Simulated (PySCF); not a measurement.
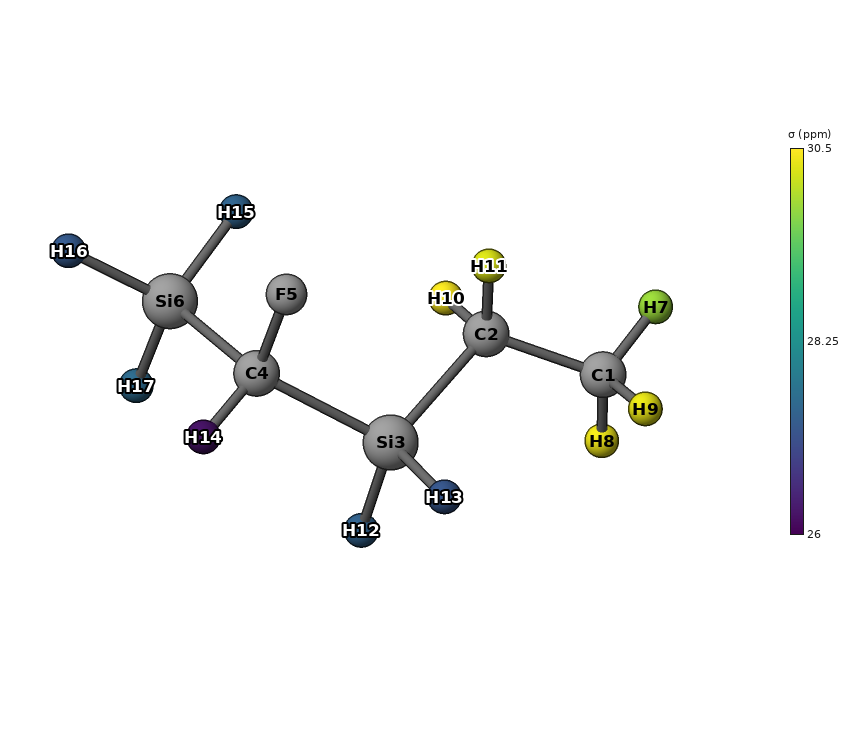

Atoms are coloured by their isotropic NMR shieldings (H only, the others grey). The computed structure is the end point of a PBE0-D3(BJ)/def2-SVP optimisation. No frequency run is at hand to confirm it as a minimum. Method: GIAO KT3/pcSseg-1 NMR shielding, non-relativistic, gas phase (PySCF 2.14.0).

List the isotropic NMR shieldings of the H atoms.

| atom | σ (ppm) |
| --- | --- |
| H7 | 29.82 |
| H8 | 30.38 |
| H9 | 30.34 |
| H10 | 30.45 |
| H11 | 30.25 |
| H12 | 27.41 |
| H13 | 27.22 |
| H14 | 26.23 |
| H15 | 27.45 |
| H16 | 27.28 |
| H17 | 27.57 |
